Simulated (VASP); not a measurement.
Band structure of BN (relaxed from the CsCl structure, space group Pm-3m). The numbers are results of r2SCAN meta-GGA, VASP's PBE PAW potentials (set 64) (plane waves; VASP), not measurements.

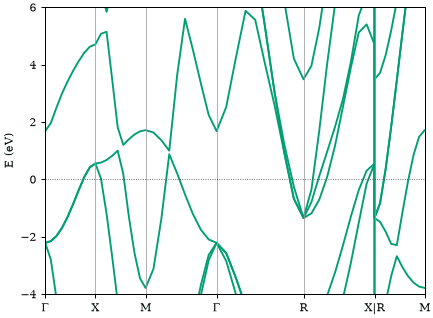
Figure. Bands along high-symmetry lines, zero at the valence-band maximum or, without a gap, the Fermi level

Task: Read the plot: is there a gap, and where are the band edges?

Result: It has no gap at this level: it comes out as a metal or semimetal.

The structure was generated: BN was put into the CsCl type (Pm-3m), which need not be its known phase. It was relaxed first, which changed the volume by +31 %.
